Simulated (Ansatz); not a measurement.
Fields on a plane of FeSi (FeSi type, space group P2_13)

```xyz
8
Lattice="4.4313 0.0000 0.0000 0.0000 4.4313 0.0000 0.0000 0.0000 4.4313" Properties=species:S:1:pos:R:3 pbc="T T T"
Fe     0.6163     0.6163     0.6163
Fe     2.8320     1.5993     3.8150
Fe     3.8150     2.8320     1.5993
Fe     1.5993     3.8150     2.8320
Si     3.7441     3.7441     3.7441
Si     1.5285     2.9028     0.6872
Si     0.6872     1.5285     2.9028
Si     2.9028     0.6872     1.5285
```

The slice is a {210} plane (indices of the conventional cell) through the point (0.861, 0.639, 0.361) (fractional), spanned by u = [100] and v = [021] in vectors of this cell: u (4.43 Å) and v (9.91 Å, at 90° to u). It covers one period; positions are fractions (u, v).

Atoms on it: Fe at (0.28, 0.76), 0.1 Å off the plane; Fe at (0.00, 0.00); Si at (0.29, 0.34), 0.2 Å off the plane. Other atoms lie within 1 Å of the plane.

Method: r2SCAN (plane waves to 500 eV, PAW, scalar-relativistic; Ansatz, a quantum-chemistry and plane-wave program). k mesh 11×11×11. Inside the PAW spheres the values are not all-electron values, and peaks at nuclei hang on which shells count as valence. FeSi was relaxed with its symmetry unable to fall. Relaxed FeSi ends ferromagnetic. The magnetic order is the one the run started from; other orders were not tried.

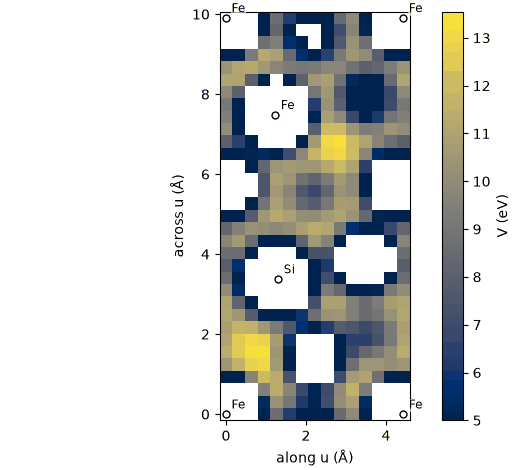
Electrostatic potential energy of an electron, from the cell's mean, in eV, one period of the plane, atoms marked. Points within 0.9 Å of a nucleus are left white, as the pseudised field means little there. Values under 5 eV are set to 5. The zero, the cell's mean, hangs on the PAW cores.

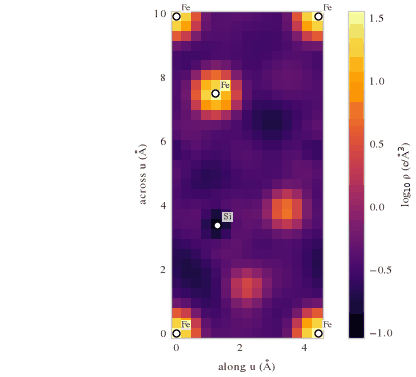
*Log₁₀ of the valence density in e/Å³, one period of the plane, atoms marked. The scale is logarithmic, as a density can span decades between atoms and voids.*
